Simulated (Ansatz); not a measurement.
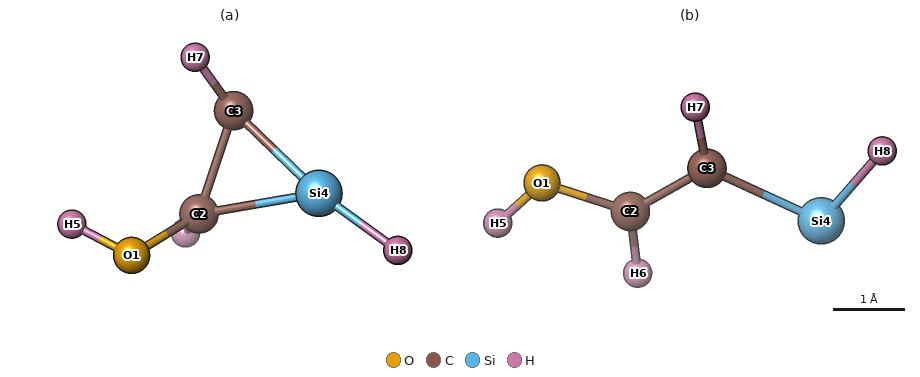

The structure of C₂H₄OSi before (left) and after (right) a relaxation, at one scale.

The picture is a ball-and-stick view, seen at a tilt.

Theory: RKS PBE0-D4/def2-TZVP in Ansatz 0.2.0. (force threshold 0.005 eV/Å; at most 200 steps)

**Summarise the run.**

The energy falls by 220.6 kJ/mol in 22 accepted moves (23 points after the start). Largest force component: 2.7 eV/Å at the start, 0.0012 eV/Å at the end. The line search rejected the trial step at point 7 of the run. The atom that moves furthest after the best rigid fit is H8 (1.46 Å). By element the largest moves are H 1.46 Å, O 1.32 Å, C 0.97 Å, Si 0.89 Å. Some distances before and after: C2–Si4 1.885 → 2.709 Å, C2–C3 1.558 → 1.346 Å, Si4–H8 1.443 → 1.528 Å, O1–C2 1.414 → 1.337 Å. Bonds break, among them: C2–Si4 (1.88 → 2.71 Å). Bond angles that change, for instance: C3–Si4–H8 172.2° → 96.1°, C2–C3–Si4 68.6° → 115.4°, C2–C3–H7 124.6° → 117.3°. The run took 92 s on 2 threads of Arm Neoverse V1 (shared host).
